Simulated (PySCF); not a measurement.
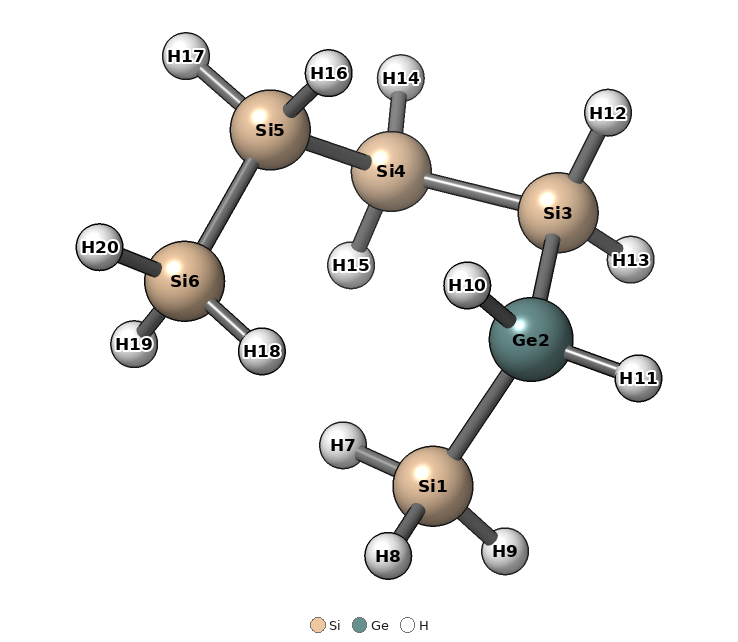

Computed geometry: PBE0-D3(BJ)/def2-SVP optimisation. No frequency run is at hand to confirm it as a minimum. Method: delta-SCF UKS SCAN, pcX-2 on the ionised atom (unc-x2c-TZVPall on a metal), pcseg-1 elsewhere, spin-free X2C (PySCF 2.14.0).

Give the core-electron binding energies (to vacuum; p and d levels without spin–orbit splitting) of Si1 1s, Si1 2p, Si3 1s, Si3 2p, Si4 1s, Si4 2p, Si5 1s, Si5 2p, Si6 1s, Si6 2p.

```csv
atom,level,binding energy (eV)
Si1,1s,1846.1
Si1,2p,106.6
Si3,1s,1845.8
Si3,2p,106.3
Si4,1s,1845.7
Si4,2p,106.3
Si5,1s,1845.8
Si5,2p,106.3
Si6,1s,1846.1
Si6,2p,106.6
```
